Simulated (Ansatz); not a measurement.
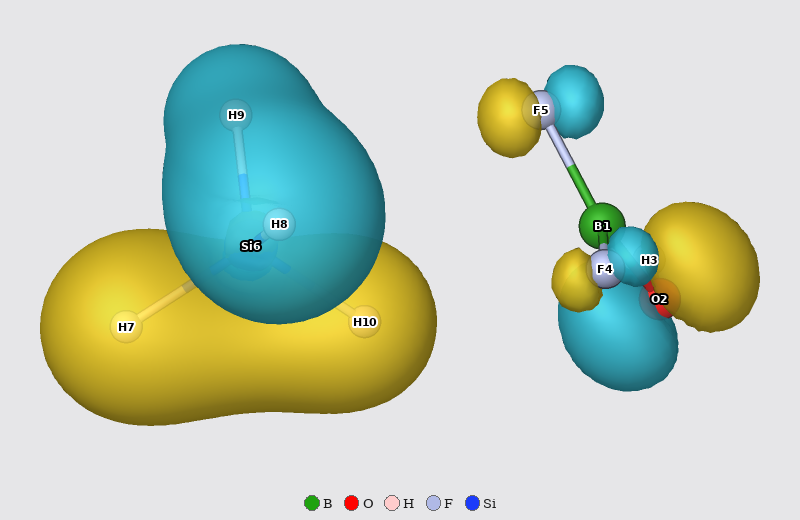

Figure. BF2HO···SiH4. The HOMO at ±0.1 Å⁻³ᐟ² (yellow and cyan are the two phases), seen from one side.

These are results of RKS r2SCAN-D4/def2-SVP in Ansatz, not measurements.

| atom | x (Å) | y (Å) | z (Å) |
| --- | --- | --- | --- |
| B | -0.0330 | -0.5497 | 0.0711 |
| O | -0.1699 | -1.3056 | 1.1754 |
| H | -1.0244 | -1.1824 | 1.6074 |
| F | 1.0982 | -0.5821 | -0.6098 |
| F | -1.0117 | 0.2402 | -0.3737 |
| Si | 0.1485 | 2.8326 | 1.1292 |
| H | 0.7749 | 3.9030 | 1.9562 |
| H | 0.8961 | 2.6813 | -0.1503 |
| H | -1.2757 | 3.1726 | 0.8534 |
| H | 0.2094 | 1.5448 | 1.8838 |

What is the character of this orbital?

Its weight (Hirshfeld) is mainly on Si6 (about 40 %), H8 (about 20 %), H7 (about 15 %), O2 (about 10 %) and H10 (about 10 %). Its energy is −8.84 eV.
